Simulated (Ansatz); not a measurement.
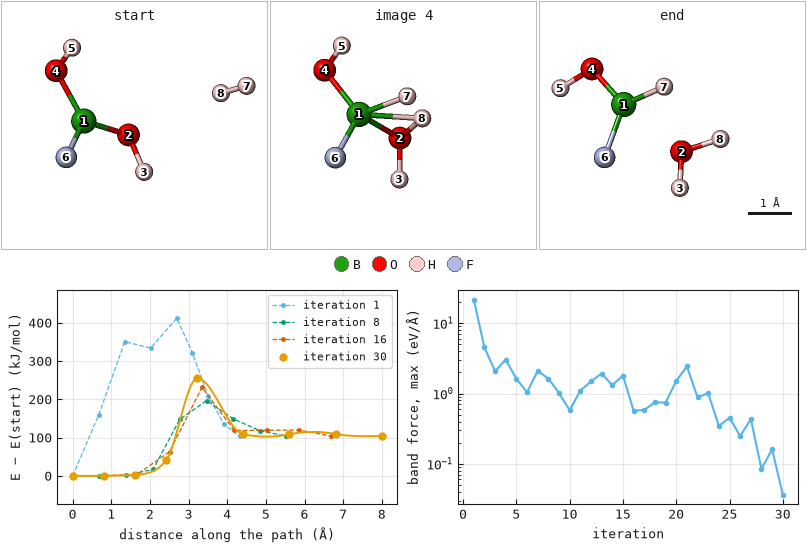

A nudged-elastic-band calculation for BH₄O₂F, made up at the start of BH$_{2}$O$_{2}$F and H$_{2}$. Images are numbered from 0 (start) to 8 (end). The plot follows the band through its iterations. The picture is a ball-and-stick view, seen face on.

Method: RKS BHLYP-D4/6-31G* in Ansatz. Run with 7 movable images; climbing image; force threshold 0.05 eV/Å; iteration limit 60; spring constant 50.0 eV/Å²; starting path through a guess of the saddle point.

**Did the band converge, and can the barrier be trusted?**

The run is converged, with reservations. The band converged in 30 iterations. The largest component of the band force went from 22 to 0.037 eV/Å. The climbing image converged on the top of the path. Its curvatures weren't checked. The spring constant is far from the usual few eV/Å², which spoils the spacing or the steps. The first iteration put the highest image at 412.2 kJ/mol. Forward barrier 255.3 kJ/mol, backward barrier 151.2 kJ/mol, with image 4 at the top; the reaction energy is +104.1 kJ/mol.

Limits of the set-up: the start holds two separate molecules, 2.6 Å apart at their closest, whose relative position is a soft coordinate.

The run took 6.3 min on 1 thread of Arm Neoverse V2 (shared host), peak memory 0.12 GiB.
